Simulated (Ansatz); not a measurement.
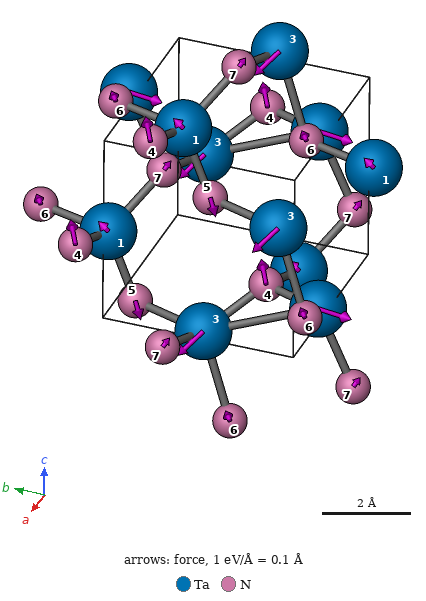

Starting geometry of crystalline Ta$_{3}$N$_{4}$ (a generated structure, set up in P1) (coarse preliminary run) with the computed forces as purple arrows. The picture is a ball-and-stick view of the cell of the calculation, seen from a free direction.

Method: DFT PBE, scalar-relativistic, plane waves, PAW (Ansatz).

Input
```yaml
crystal:
  lattice:
    - [4.7418121038, -0.0351870417, -0.0448489554]
    - [-0.0351870417, 4.6919857168, -0.0182735916]
    - [-0.0448489554, -0.0182735916, 4.7216216269]
  atoms:
    - { symbol: Ta, position: [0.0003998489, 0.9738529312, 0.4953461788] }
    - { symbol: Ta, position: [0.5497459535, 1.0463236002, 0.002924425] }
    - { symbol: Ta, position: [-0.0346834563, 0.4849681028, 0.0198934538] }
    - { symbol: "N", position: [0.7730164962, 0.2335217747, 0.2296653908] }
    - { symbol: "N", position: [0.2111017137, 0.7478251094, 0.2767740517] }
    - { symbol: "N", position: [0.2253453936, 0.2412819167, 0.7200675969] }
    - { symbol: "N", position: [0.7750740503, 0.7722265651, 0.755328903] }
basis:
  ecutwfc: 420
kpoints:
  mp_grid: { grid: [6, 6, 6] }
hamiltonian:
  xc: pbe
scf:
  occupations: { method: gaussian, width: 0.2 }
  lower_state_search: "off"
output:
  forces: true
  stress: true
  eigenvalues: true
relax:
  adjacent_minimum: "off"
  f_tol: 0.025
  max_steps: 60
  cell: { stress_tol: 0.25 }
```

Command:
```bash
ansatz run input.yaml --threads 1 --pin off --max-ram 2048MiB --backend cpu --events-out ev --progress --plain --runs-dir out
```

### What follows when this structure is relaxed?

It isn't relaxed: the largest force vector, on Ta2, is 10.21 eV/Å. The final displacements follow the starting forces only in part (cosine between the two patterns 0.79). The atom that moves furthest relative to the cell is Ta2 (0.32 Å along [−1 −1 0]). By element the largest moves are Ta 0.32 Å, N 0.22 Å. Cell: a 4.742 → 4.690 Å (−1.1 %), b 4.692 → 4.690 Å (−0.1 %), c 4.722 → 4.690 Å (−0.7 %), α 90.4° → 90.0°, β 91.1° → 90.0°, γ 90.9° → 90.0°. Volume −1.8 %. Near-neighbour distances that change, for instance: Ta2–N5 2.500 → 2.010 Å, Ta2–Ta3 2.828 → 3.317 Å, Ta2–Ta3 (another image) 3.797 → 3.316 Å, Ta2–N4 1.719 → 2.010 Å. New bonds form: Ta2–N5 (2.50 → 2.01 Å). Bond angles that change, for instance: N4–Ta2–N6 124.9° → 111.3°, N4–Ta3–N7 123.4° → 111.3°, N6–Ta3–N7 101.6° → 111.3°. The space group (tolerance 0.01 Å) goes from P1 (No. 1) to P-43m (No. 215). The energy falls by 3.240 eV per cell of the calculation in 5 accepted moves (7 points after the start). Largest force component: 7.3 eV/Å at the start, 0.0024 eV/Å at the end. The pressure goes from 15.29 to 0.00 GPa. At 2 points the geometry stayed and the basis and grid were re-selected for the new cell (energy shift of 3.6 meV per cell of the calculation at most each time).
